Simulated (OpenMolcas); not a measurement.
# One shape, several levels: [AlF4]− (fluoroaluminate)

We compute a comparison of 6 runs (HF/3-21G, B2PLYP/6-311+G**, BHLYP/6-311+G**, BLYP/6-311+G**, M06-2X/6-311+G**, M06-L/6-311+G**) of [AlF4]− (fluoroaluminate). 

Program for the calculation: OpenMolcas 26.06.

1 further run of the same task is left out (set aside as unsound or not needed).

## (1) The molecule

The species is [AlF4]− (5 atoms), meant as a singlet with charge -1. SMILES: `[F][Al-]([F])([F])[F]`. The shape is that of a PBE0-D4/def2-TZVPD optimisation.

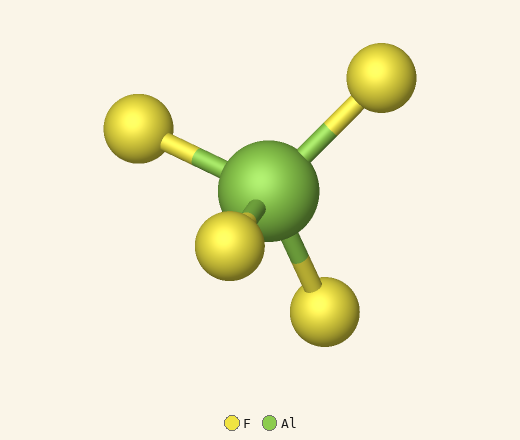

Viewed from a chosen angle; fluorine yellow, aluminium green.

## (2) Energy and gradient at HF/3-21G (run 1)

Input file job.input:

```
* AlF4 Hartree-Fock
&GATEWAY
BasLib = $CurrDir
BasisSet
F.3-21G....
F1 -0.101500 -0.294000 1.660000 angstrom
F3 -1.343000 0.895800 -0.496200 angstrom
F4 0.034500 -1.469900 -0.831000 angstrom
F5 1.409900 0.868100 -0.332800 angstrom
End of Basis
BasisSet
Al.3-21G....
Al2 0.000000 0.000000 0.000000 angstrom
End of Basis
&SEWARD
&SCF
Charge = -1
Thresholds = 1e-10 1e-07 1e-07 1e-05
PrOrbitals = 1 1
&ALASKA
```

The basis set 3-21G is read from a file made from the Basis Set Exchange's data (not shown).

Started as:

```console
$ export MOLCAS_MEM=1860
$ pymolcas job.input > job.log
```

Log:

```text
--- Start Module: gateway ---
[...]
--- Stop Module: gateway /rc=_RC_ALL_IS_WELL_ ---
[...]
      Basis functions           49
[...]
--- Start Module: scf ---
[...]
       Convergence after  12 Iterations
[...]
::    Total SCF energy                               -636.5908173647
[...]
      Total spin, S                                     0.0000000000
[...]
      Total electronic charge=   50.000000
      Total            charge=   -1.000000
[...]
      Dipole Moment (debye):
      Origin of the operator (angstrom)=   -0.0000    0.0000   -0.0000
                   X=  2.6411E-04               Y= -7.1174E-06               Z=  1.8251E-06           Total=  2.6422E-04
      Center of Charge (angstrom)
[...]
--- Stop Module: scf /rc=_RC_ALL_IS_WELL_ ---
[...]
--- Start Module: alaska ---
[...]
 *              Molecular gradients               *
 **************************************************
  Irreducible representation: a
 ------------------------------------------------------------------------------------------
                              X                       Y                       Z
 ------------------------------------------------------------------------------------------
  F1               -8.58752733768675E-04   -2.48334714104859E-03    1.40292342455979E-02
  F3               -1.13466088798511E-02    7.56881764148609E-03   -4.19251244850649E-03
  F4                2.89963110134184E-04   -1.24248919520760E-02   -7.02552093813047E-03
  F5                1.18919753128921E-02    7.32456892091271E-03   -2.80739689102738E-03
  AL2               2.34231905859965E-05    1.48525307373699E-05   -3.80396795623700E-06
 ------------------------------------------------------------------------------------------
--- Stop Module: alaska /rc=_RC_ALL_IS_WELL_ ---
[...]
```

It took 4.2 s on 1 thread of AMD EPYC 7R43 (Zen 3), shared host; peak memory 0.38 GiB.

## (3) The energy at B2PLYP/6-311+G(d,p) (run 2)

Input file struct.xyz:

```xyz
5

F     -0.101500    -0.294000     1.660000
Al     0.000000     0.000000     0.000000
F     -1.343000     0.895800    -0.496200
F      0.034500    -1.469900    -0.831000
F      1.409900     0.868100    -0.332800
```

Input file job.input:

```
* AlF4 Kohn-Sham DFT
&gateway
baslib=$CurrDir
coord=struct.xyz
basis=6-311pGss
group=NoSym
&seward
gridinput
Grid=UltraFine
End of Grid
&scf
charge=-1
ksdft=B2PLYP_SCF
thresholds=1e-10 1e-07 1e-07 1e-05
prorbitals=0
&mbpt2
frozen=9
```

The basis set 6-311+G** is read from a file made from the Basis Set Exchange's data (not shown).

Started as:

```console
$ export MOLCAS_MEM=1860
$ pymolcas job.input > job.log
```

Log:

```text
--- Start Module: gateway ---
[...]
--- Stop Module: gateway /rc=_RC_ALL_IS_WELL_ ---
[...]
      Basis functions          118
[...]
--- Start Module: scf ---
[...]
       Convergence after  15 Iterations
[...]
::    Total KS-DFT energy                            -641.6792238850
[...]
      Total spin, S                                     0.0000000000
[...]
      Total electronic charge=   50.000000
      Total            charge=   -1.000000
[...]
      Dipole Moment (debye):
      Origin of the operator (angstrom)=   -0.0000    0.0000   -0.0000
                   X=  2.9808E-04               Y=  5.4087E-05               Z= -1.2992E-05           Total=  3.0322E-04
      Center of Charge (angstrom)
[...]
--- Stop Module: scf /rc=_RC_ALL_IS_WELL_ ---
[...]
--- Start Module: mbpt2 ---
[...]
 ###    WARNING: MP2 implementation intended for RHF references only         ###
 ###############################################################################
MBPT2 WARNING: Reference function according to RunFile:KS-DFT
I'll assume you know what you're doing and continue
WARNING!
Default frozen orbitals as non valence orbitals is overwritten by user input.
Default values:   6
[...]
       Reference weight ( Cref**2 )         =        0.77749
::    Total MBPT2 energy                             -642.7684568797
[...]
      Total MBPT2 calculations                           1.20      1.40
--- Stop Module: mbpt2 /rc=_RC_ALL_IS_WELL_ ---
[...]
```

It took 51 s on 1 thread of AMD EPYC 7R43 (Zen 3), shared host; peak memory 0.73 GiB.

Runs 3 to 4 aren't shown in full; the table further down has their settings and results.

## (4) Energy and forces at M06-2X/6-311+G(d,p) (run 5)

Input file run.inp:

```
* AlF4 Kohn-Sham DFT

&GATEWAY
  BasLib = $CurrDir
  BasisSet
  F.6-311pGss....
  F1 -0.101500 -0.294000 1.660000 angstrom
  F3 -1.343000 0.895800 -0.496200 angstrom
  F4 0.034500 -1.469900 -0.831000 angstrom
  F5 1.409900 0.868100 -0.332800 angstrom
  End of Basis
  BasisSet
  Al.6-311pGss....
  Al2 0.000000 0.000000 0.000000 angstrom
  End of Basis

&SEWARD
  GridInput
  Grid=UltraFine
  End of Grid

&SCF
  Charge = -1
  KSDFT = M062X
  Thresholds = 1e-10 1e-07 1e-07 1e-05
  PrOrbitals = 0

&ALASKA
```

The basis set 6-311+G** is read from a file made from the Basis Set Exchange's data (not shown).

Started as:

```console
$ export MOLCAS_MEM=1860
$ pymolcas run.inp > run.log
```

Log:

```text
--- Start Module: gateway ---
[...]
--- Stop Module: gateway /rc=_RC_ALL_IS_WELL_ ---
[...]
      Basis functions          118
[...]
--- Start Module: scf ---
[...]
       Convergence after  15 Iterations
[...]
::    Total KS-DFT energy                            -642.1993743194
[...]
      Total spin, S                                     0.0000000000
[...]
      Total electronic charge=   50.000000
      Total            charge=   -1.000000
[...]
      Dipole Moment (debye):
      Origin of the operator (angstrom)=   -0.0000    0.0000   -0.0000
                   X=  2.8459E-04               Y= -6.0146E-06               Z= -5.7107E-05           Total=  2.9033E-04
      Center of Charge (angstrom)
[...]
--- Stop Module: scf /rc=_RC_ALL_IS_WELL_ ---
[...]
--- Start Module: alaska ---
[...]
 *              Molecular gradients               *
 **************************************************
  Irreducible representation: a
 ------------------------------------------------------------------------------------------
                              X                       Y                       Z
 ------------------------------------------------------------------------------------------
  F1                4.17767267922198E-04    1.22247367112971E-03   -6.88984451504737E-03
  F3                5.58683822053041E-03   -3.73369090598530E-03    2.06249205171272E-03
  F4               -1.42801767310741E-04    6.11347180586463E-03    3.45052461629436E-03
  F5               -5.88548009365297E-03   -3.63808006308730E-03    1.39222081649581E-03
  AL2               2.36763724749713E-05    3.58254919925557E-05   -1.53929695054398E-05
 ------------------------------------------------------------------------------------------
--- Stop Module: alaska /rc=_RC_ALL_IS_WELL_ ---
[...]
```

It took 64 s on 1 thread of AMD EPYC 7R43 (Zen 3), shared host; peak memory 0.73 GiB.

## (5) Energy and gradient at M06-L/6-311+G(d,p) (run 6)

Input file calc.inp:

```
>>> EXPORT MOLCAS_PRINT=2

&GATEWAY
  BASLIB
  $CurrDir
  COORD
  5
  bohr
  F     -0.19180720    -0.55557948     3.13694537
  Al     0.00000000     0.00000000     0.00000000
  F     -2.53790219     1.69281666    -0.93768210
  F      0.06519555    -2.77770843    -1.57036241
  F      2.66432486     1.64047125    -0.62890085
  BASIS
  6-311pGss
  GROUP
  NoSym

&SEWARD
  GRIDINPUT
  Grid=UltraFine
  End of Grid

&SCF
  CHARGE
  -1
  KSDFT
  M06L
  THRESHOLDS
  1e-10 1e-07 1e-07 1e-05
  PRORBITALS
  1 2

&ALASKA
```

The basis set 6-311+G** is read from a file made from the Basis Set Exchange's data (not shown).

Started as:

```console
$ export MOLCAS_MEM=1860
$ pymolcas calc.inp > calc.log
```

Log:

```text
--- Start Module: gateway ---
[...]
--- Stop Module: gateway /rc=_RC_ALL_IS_WELL_ ---
[...]
      Basis functions          118
[...]
--- Start Module: scf ---
[...]
       Convergence after  18 Iterations
[...]
::    Total KS-DFT energy                            -642.2763328019
[...]
      Total spin, S                                     0.0000000000
[...]
      Total electronic charge=   50.000000
      Total            charge=   -1.000000
[...]
      Dipole Moment (debye):
      Origin of the operator (angstrom)=   -0.0000    0.0000    0.0000
                   X=  2.9682E-04               Y= -6.6406E-05               Z= -9.3676E-05           Total=  3.1825E-04
      Center of Charge (angstrom)
[...]
--- Stop Module: scf /rc=_RC_ALL_IS_WELL_ ---
[...]
--- Start Module: alaska ---
[...]
 *              Molecular gradients               *
 **************************************************
  Irreducible representation: a
 ------------------------------------------------------------------------------------------
                              X                       Y                       Z
 ------------------------------------------------------------------------------------------
  F1                6.03651781062808E-04    1.76216147662123E-03   -9.96514774183410E-03
  AL2               3.72765123314439E-05    5.37254641654239E-05   -3.60929084341949E-05
  F3                8.08044978748157E-03   -5.40402246314464E-03    2.98234200234404E-03
  F4               -2.10499111844509E-04    8.84199158334198E-03    4.99988107732641E-03
  F5               -8.51087896900893E-03   -5.25385606098361E-03    2.01901757057454E-03
 ------------------------------------------------------------------------------------------
--- Stop Module: alaska /rc=_RC_ALL_IS_WELL_ ---
[...]
```

It took 83 s on 1 thread of AMD EPYC 7R43 (Zen 3), shared host; peak memory 0.74 GiB.

## (6) All runs side by side

```csv
run,level,task,frozen core orbitals,energy (Eh),HOMO energy (eV),LUMO energy (eV),HOMO–LUMO gap (eV),wall time
1,HF/3-21G,gradient,–,-636.590817,-9.56,10.01,19.57,4.2 s
2,B2PLYP/6-311+G**,energy,9,-641.973317,-7.58,4.47,12.05,51 s
3,BHLYP/6-311+G**,gradient,–,-642.205884,-7.58,4.34,11.92,55 s
4,BLYP/6-311+G**,gradient,–,-642.326829,-3.41,3.48,6.89,64 s
5,M06-2X/6-311+G**,gradient,–,-642.199374,-7.59,3.95,11.54,64 s
6,M06-L/6-311+G**,gradient,–,-642.276333,-3.75,3.81,7.56,83 s
```

## (7) Outcome

| quantity | value |
| --- | --- |
| run 6: total energy | -642.27633 Eh |
| run 6: HOMO energy | -3.75 eV |
| run 6: LUMO energy | 3.81 eV |
| run 6: HOMO–LUMO gap (to an unbound level, set by the basis) | 7.56 eV |
| run 6: largest force on an atom | 0.525 eV/Å |

What this shows: The HOMO–LUMO gap runs from 6.89 eV (BLYP/6-311+G**) to 19.57 eV (HF/3-21G). The two ends differ in method and basis. The empty levels of an anion lie above zero and hang on the basis. For B2PLYP the log adds the whole second-order term; the table takes 0.27 of it, as the functional is defined. Totals of different functionals can't be ranked against each other. All runs together took 5.3 min, the longest 83 s.
